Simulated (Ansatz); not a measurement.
A series of calculations on InH$_{2}$OCl$_{2}$

### Relaxation

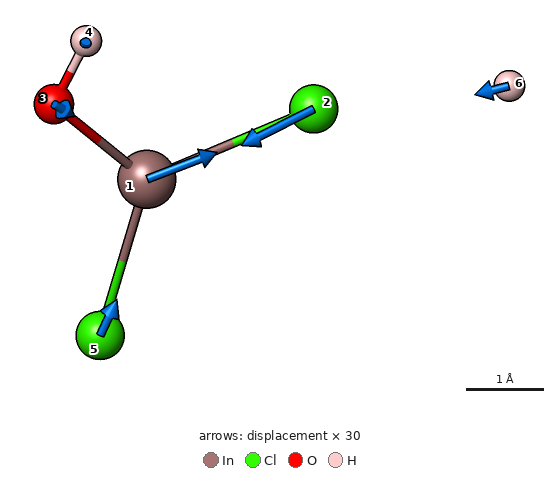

This is a relaxation of InH2OCl2 (multiplicity 2). The starting structure is drawn; blue arrows show the displacements, 30 times their true length. The two geometries are superimposed by the best rigid fit.

Style: ball-and-stick. Shown at a tilt.

The run prepares an end point of a later path (reaction) calculation, from a guessed geometry.

These are results of UKS r2SCAN-D4/def2-SVP in Ansatz 0.2.0, not measurements.

The input:
```yaml
crystal:
  periodic: [false, false, false]
  atoms:
    - { symbol: In, position_ang: [-0.103528, -0.164571, -0.169229] }
    - { symbol: Cl, position_ang: [0.058438, -0.385547, 2.228854] }
    - { symbol: O, position_ang: [1.532346, -0.344502, -1.279249] }
    - { symbol: H, position_ang: [2.300547, -0.526902, -0.715858] }
    - { symbol: Cl, position_ang: [-2.174629, 0.2935, -1.116286] }
    - { symbol: H, position_ang: [0.020326, 0.176121, 4.736868] }
magnetization:
  spin_polarized: true
  initial_magnetization: 1
basis:
  gaussian: { orbitals: def2-SVP }
hamiltonian:
  xc: r2scan
  dispersion: d4
relax:
  f_tol: 0.03
  max_steps: 50
```

Run as
```bash
ansatz run input.yaml --threads 4 --pin off --max-ram 5120MiB --backend cpu --events-out ev --progress --plain --runs-dir out
```

What happened in the run?

Cl2 moves most after the best rigid fit: 0.037 Å. By element the largest moves are Cl 0.037 Å, In 0.033 Å, H 0.016 Å, O 0.014 Å. Some distances before and after: In1–Cl2 2.414 → 2.345 Å. After 2 geometry steps the energy has fallen by 0.029 eV. The largest force component goes from 0.79 to 0.029 eV/Å. Cost: 9.7 s on 4 threads of Intel(R) Xeon(R) CPU @ 2.80GHz (Skylake/Cascade Lake), on a shared host, peak memory 0.24 GiB.

Limits of the set-up: the start holds two separate molecules, 2.6 Å apart at their closest, whose relative position is a soft coordinate.

### Relaxation

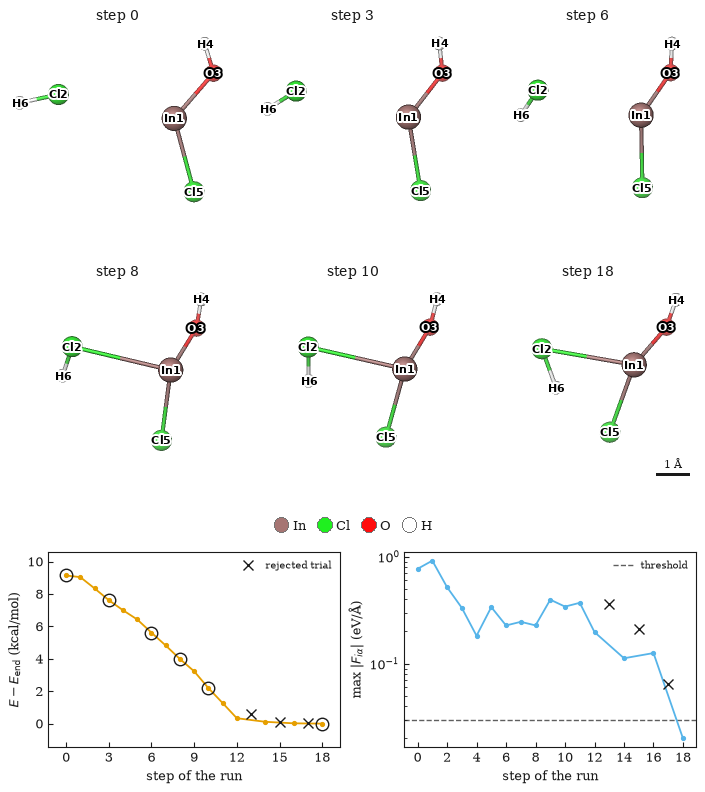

Frames of a relaxation of InH2OCl2 (multiplicity 2), marked on the history of the run. The picture is a ball-and-stick view, seen face on.

The run prepares an end point of a later path (reaction) calculation, from a guessed geometry.

Theory: UKS r2SCAN-D4/def2-SVP in Ansatz.

Input
```yaml
crystal:
  periodic: [false, false, false]
  atoms:
    - { symbol: In, position_ang: [-0.156569, -0.617375, -0.354414] }
    - { symbol: Cl, position_ang: [0.161599, -0.289975, 3.255855] }
    - { symbol: O, position_ang: [1.541087, -0.169666, -1.364697] }
    - { symbol: H, position_ang: [2.326933, -0.570976, -0.967756] }
    - { symbol: Cl, position_ang: [-2.115865, 0.38243, -1.276121] }
    - { symbol: H, position_ang: [-0.123684, 0.313662, 4.392234] }
magnetization:
  spin_polarized: true
  initial_magnetization: 1
basis:
  gaussian: { orbitals: def2-SVP }
hamiltonian:
  xc: r2scan
  dispersion: d4
relax:
  f_tol: 0.03
  max_steps: 50
```

Command:
```bash
ansatz run input.yaml --threads 4 --pin off --max-ram 5120MiB --backend cpu --events-out ev --progress --plain --runs-dir out
```

Describe the path.

Answer. H6 moves most after the best rigid fit: 2.22 Å. Largest moves by element: H 2.22 Å, Cl 1.74 Å, O 0.55 Å, In 0.54 Å. Some distances before and after: In1–Cl2 3.639 → 2.955 Å, In1–Cl5 2.385 → 2.457 Å, Cl2–H6 1.318 → 1.329 Å. New bonds form, among them: In1–Cl2 (3.64 → 2.95 Å). Among the angles between lasting bonds that change: O3–In1–Cl5 113.8° → 109.3°. Over 15 accepted moves (18 points after the start) the energy falls by 9.14 kcal/mol. Largest force component: 0.77 eV/Å at the start, 0.02 eV/Å at the end. The line search rejected the trial steps at points 13, 15, 17 of the run. The run took 48 s on 4 threads of Intel(R) Xeon(R) CPU @ 2.80GHz (Skylake/Cascade Lake), on a shared host, peak memory 0.25 GiB. From step 0 to 3: H6 moves most (0.46 Å), energy −1.52 kcal/mol. From step 3 to 6: H6 moves most (0.59 Å), energy −2.01 kcal/mol. From step 6 to 8: H6 moves most (0.39 Å), energy −1.62 kcal/mol. From step 8 to 10: H6 moves most (0.38 Å), energy −1.79 kcal/mol. From step 10 to 18: H6 moves most (0.50 Å), energy −2.19 kcal/mol.

| step | E − E(0), kcal/mol | largest force component, eV/Å | note |
| --- | --- | --- | --- |
| 0 | 0.00 | 0.7696 |  |
| 1 | -0.10 | 0.9179 |  |
| 2 | -0.80 | 0.5188 |  |
| 3 | -1.52 | 0.3324 |  |
| 4 | -2.15 | 0.1822 |  |
| 5 | -2.71 | 0.3376 |  |
| 6 | -3.53 | 0.2274 |  |
| 7 | -4.32 | 0.2460 |  |
| 8 | -5.15 | 0.2277 |  |
| 9 | -5.91 | 0.3962 |  |
| 10 | -6.95 | 0.3413 |  |
| 11 | -7.87 | 0.3704 |  |
| 12 | -8.81 | 0.1972 |  |
| 13 | -8.56 | 0.3641 | rejected |
| 14 | -9.03 | 0.1122 |  |
| 15 | -9.01 | 0.2106 | rejected |
| 16 | -9.12 | 0.1255 |  |
| 17 | -9.09 | 0.0650 | rejected |
| 18 | -9.14 | 0.0200 |  |

Limits of the set-up: the start holds two separate molecules, 3.6 Å apart at their closest, whose relative position is a soft coordinate.

### Path

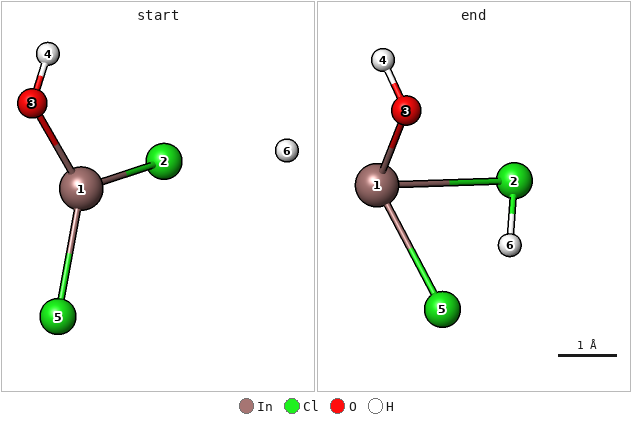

The two relaxed end points of a path for InH2OCl2 (multiplicity 2), made up at the start of InHOCl2 and H. A ball-and-stick model, seen from a free direction.

The calculation used UKS r2SCAN-D4/def2-SVP (Ansatz 0.2.0).

Run with 7 movable images; climbing image; force threshold 0.03 eV/Å; iteration limit 60.

Start:
```xyz
6

In   -0.0972   -0.1622   -0.1367
Cl    0.0542   -0.3805    2.1930
O     1.5222   -0.3433   -1.2703
H     2.2963   -0.5283   -0.7163
Cl   -2.1609    0.2883   -1.1056
H     0.0189    0.1740    4.7210
```

End:
```xyz
6

In   -0.0067   -0.9621   -0.0395
Cl    0.2721   -0.3943    2.8468
O     1.5705    0.0347   -0.8372
H     2.3180   -0.5536   -1.0268
Cl   -1.8054    0.6342    0.4656
H    -0.7150    0.2892    2.2763
```

What barrier does the band find between them, and by what path?

Answer. The highest point, image 2, lies 11.0 kJ/mol above the start and 137.0 kJ/mol above the end; the end is at −126.0 kJ/mol relative to the start. Forming: Cl2–H6 (2.59 → 2.70 at the top → 1.33 Å). The band converged in 21 iterations. The largest component of the band force went from 45 to 0.029 eV/Å. The climbing image converged on the top of the path. Its vibrational analysis gives one imaginary mode (293i cm⁻¹), as a transition state must have.

Energies of the converged images:

```json
{"image": "0", "path (Å)": "0.00", "E (kJ/mol)": "0.0"}
{"image": "1", "path (Å)": "0.55", "E (kJ/mol)": "4.3"}
{"image": "2", "path (Å)": "1.11", "E (kJ/mol)": "11.0"}
{"image": "3", "path (Å)": "1.87", "E (kJ/mol)": "3.8"}
{"image": "4", "path (Å)": "2.63", "E (kJ/mol)": "-85.3"}
{"image": "5", "path (Å)": "3.39", "E (kJ/mol)": "-95.6"}
{"image": "6", "path (Å)": "4.15", "E (kJ/mol)": "-104.5"}
{"image": "7", "path (Å)": "4.92", "E (kJ/mol)": "-115.2"}
{"image": "8", "path (Å)": "5.68", "E (kJ/mol)": "-126.0"}
```

The geometry at the top of the path:

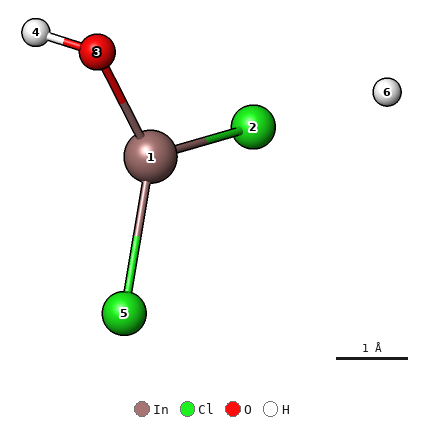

Limits of the set-up: the start holds two separate molecules, 2.6 Å apart at their closest, whose relative position is a soft coordinate.

Cost: 6 min on 4 threads of Intel(R) Xeon(R) CPU @ 2.80GHz (Skylake/Cascade Lake), with other jobs on the host, peak memory 0.27 GiB.
